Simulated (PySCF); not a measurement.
Vertical excitations of a molecule C2H7FOSi from TDA-ωB97X/def2-SVPD (PySCF 2.14.0), as energy in eV (oscillator strength): 8.26 (0.017), 8.53 (0.001), 8.84 (0.024), 8.97 (0.039), 9.74 (0.060), 9.78 (0.173), 9.92 (0.038), 10.14 (0.097), 10.25 (0.012), 10.30 (0.065). Lowest triplet (TDA): 7.99 eV. Coordinates come from a PBE0-D3(BJ)/def2-SVP optimisation. The values are those of a single conformer.

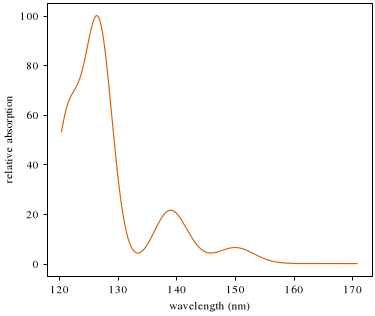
The lines broadened by 0.4 eV.

### Question
Pick the molecule that these values belong to.
A. C[Si@H](O)CF
B. COC[SiH2]F
C. CC[SiH](O)F
D. OCC[SiH2]F

### Answer
C, CC[SiH](O)F
